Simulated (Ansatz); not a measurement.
# A computed series for BaTiO3: pressure series

The parent structure is BaTiO3 in the cubic perovskite structure (space group Pm-3m, No. 221; a = 3.935 Å).

Cell and atoms are relaxed at each pressure.

Computed with Kohn–Sham DFT with the LDA functional, run in Ansatz (a program for electronic structure) with PAW and 420 eV plane waves, scalar-relativistic without spin-orbit coupling.

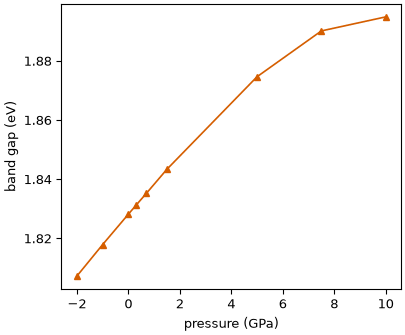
Band gap against pressure

```json
[
 {"pressure (GPa)": "-2", "band gap": "1.81 eV"},
 {"pressure (GPa)": "-1", "band gap": "1.82 eV"},
 {"pressure (GPa)": "0.3", "band gap": "1.83 eV"},
 {"pressure (GPa)": "0.7", "band gap": "1.84 eV"},
 {"pressure (GPa)": "1.5", "band gap": "1.84 eV"},
 {"pressure (GPa)": "5", "band gap": "1.87 eV"},
 {"pressure (GPa)": "7.5", "band gap": "1.89 eV"},
 {"pressure (GPa)": "10", "band gap": "1.89 eV"}
]
```

Load acts through the strain it causes; cell and atoms are relaxed under it. No phonon test of stability was made. Competing high-pressure phases were not computed. All final runs are without spin polarisation. Many cubic perovskites are stable only at high temperature; tilts and polar distortions were not tested. This is not the structure that BaTiO3 has at room temperature and ambient pressure.
